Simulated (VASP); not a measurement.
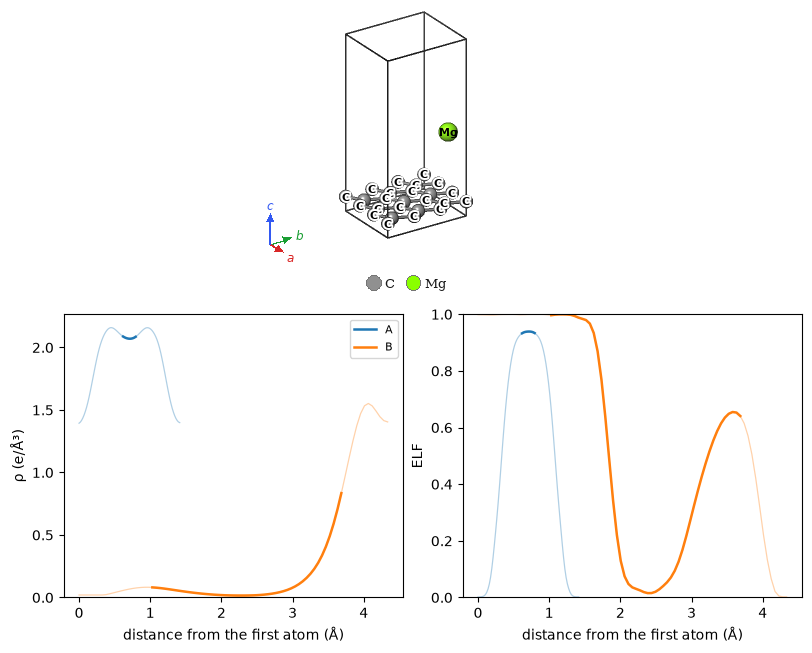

Figure. MgC18 (slab). Valence electron density and ELF along straight lines between neighbouring atoms. Thin, pale parts lie inside the atomic spheres. The structure is drawn too.

Level of theory: Kohn-Sham DFT of a periodic cell, PBE, VASP PAW PBE potentials, recommended (VASP).

In a PAW calculation such maps are meaningful between the atoms, not at the nuclei.

```
CELL_PARAMETERS angstrom
7.39800 0.00000 0.00000
-3.69900 6.40686 0.00000
0.00000 0.00000 11.00000
ATOMIC_POSITIONS crystal
C 0.99754 0.00178 0.08067
C 0.22251 0.11426 0.08068
C 0.99956 0.33719 0.08068
C 0.22048 0.44765 0.08066
C 0.99963 0.66849 0.08066
C 0.22043 0.77890 0.08069
C 0.33291 0.00386 0.08067
C 0.55382 0.11432 0.08068
C 0.33296 0.33517 0.08069
C 0.55376 0.44556 0.08067
C 0.33088 0.66844 0.08069
C 0.55584 0.78093 0.08067
C 0.66629 0.00184 0.08071
C 0.88708 0.11224 0.08068
C 0.66422 0.33510 0.08068
C 0.88916 0.44758 0.08068
C 0.66623 0.67053 0.08068
C 0.88715 0.78098 0.08068
Mg 0.77834 0.88843 0.45415
```

Which curve belongs to which contact (C–C and Mg–C)? The first atom named is at distance zero.

Curve A: C–C (1.41 Å): ρ is about 2.1 e/Å³ halfway; the ELF peaks at about 0.95 between the atoms, as expected for a covalent bond. Curve B: Mg–C (4.34 Å): the density is about 0.02 e/Å³ at the midpoint; the ELF peaks at about 1 in the valence shell of C, 3.1 Å from its nucleus, and drops to about 0 between the two atoms (no shared electron pair shows on this line).
